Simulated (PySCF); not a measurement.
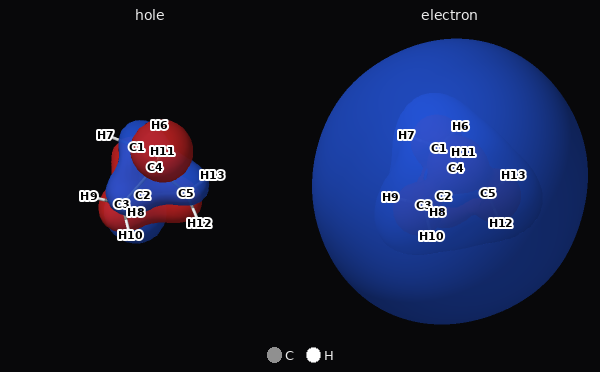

Figure. C5H8, SMILES `C1C2CC1C2`. Leading natural transition orbital pair of S₂ (CIS singlet states); the surfaces enclose about 85 % of each orbital's density.

PySCF calculation, HF/6-31+G*, gas phase; geometry: GFN2-xTB. No frequency check shows the geometry to be a minimum.

Coordinates in Å:

```
C1      -0.3153   -1.1826   -0.0017
C2       0.0001   -0.0016    0.9297
C3      -0.8666    0.8643    0.0014
C4      -0.0001    0.0016   -0.9296
C5       1.1818    0.3182    0.0001
H6       0.3916   -2.0101   -0.0023
H7      -1.3402   -1.5484   -0.0018
H8       0.0004   -0.0040    2.0147
H9      -1.9366    0.6660    0.0006
H10     -0.6708    1.9349    0.0023
H11     -0.0002    0.0040   -2.0145
H12      1.5450    1.3441    0.0017
H13      2.0111   -0.3865   -0.0002
```

Where does the state lie, and where do hole and electron sit?

9.53 eV (130 nm), f = 0.088, diffuse (Rydberg-like) orbital; the leading pair carries 91 %; hole on C2 and C4 (21 % each), H8 and H11 (13 % each) and C1, C3 and C5 (10 % each), electron on C2 and C4 (16 % each), C1, C3 and C5 (13 % each) and H8 and H11 (6 % each) (atom shares of so diffuse an orbital are rough); their centroids lie 0.0 Å apart; S₁ lies within 0.1 eV of it. In canonical orbitals it is mainly HOMO → LUMO (86 %). The HOMO–LUMO gap is 13.83 eV.
